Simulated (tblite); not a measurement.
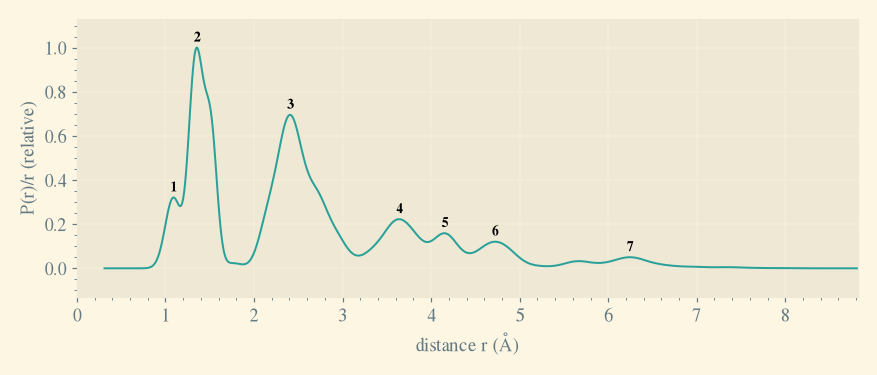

Simulated gas electron diffraction: radial distribution curve of C8H12N2. Each pair of atoms contributes with weight ZᵢZⱼ/r; damping constant 0.001 Å²; vibrational amplitudes assumed, not computed: 0.05 Å for bonds, 0.078 Å for bonds to H, 0.06 + 0.015 r up to 0.15 Å for other pairs. The geometry is the end point of an optimisation (GFN2-xTB geometry optimisation, gas phase (tblite 0.8.0)); it may be a saddle point or a higher isomer. SMILES: Cc1ccc(C(C)C)nn1.

### Assign the numbered peaks of the radial distribution curve (– bonded, ··· not bonded).

Peak 1, 1.09 Å: C–H 1.08–1.10 Å (×12)
Peak 2, 1.35 Å: N–N 1.30 Å, N–C 1.32 Å (×2), C–C 1.38–1.49 Å (×4), not resolved; in its flanks C–C 1.50–1.53 Å
Peak 3, 2.41 Å: N···C 2.28–2.41 Å (×6), C···C 2.37–2.54 Å (×7), not resolved; in its flanks C···H 2.12–2.84 Å, N···C 2.72–2.94 Å
Peak 4, 3.64 Å: C···H 3.37–3.85 Å (×11), C···C 3.57–3.78 Å (×4), N···C 3.62–3.63 Å (×2), N···H 3.76–3.80 Å (×5), not resolved; in its flanks N···H 3.28–3.93 Å
Peak 5, 4.15 Å: C···H 3.97–4.12 Å (×5), N···C 4.14 Å (×2), C···C 4.16–4.17 Å (×2), N···H 4.26–4.41 Å (×5), not resolved
Peak 6, 4.72 Å: C···H 4.48–4.86 Å (×17), C···C 4.67–4.87 Å (×4), not resolved
Peak 7, 6.25 Å: C···H 5.92–6.53 Å (×12), C···C 6.29 Å (×2), not resolved; in its flanks C···H 6.65–6.98 Å
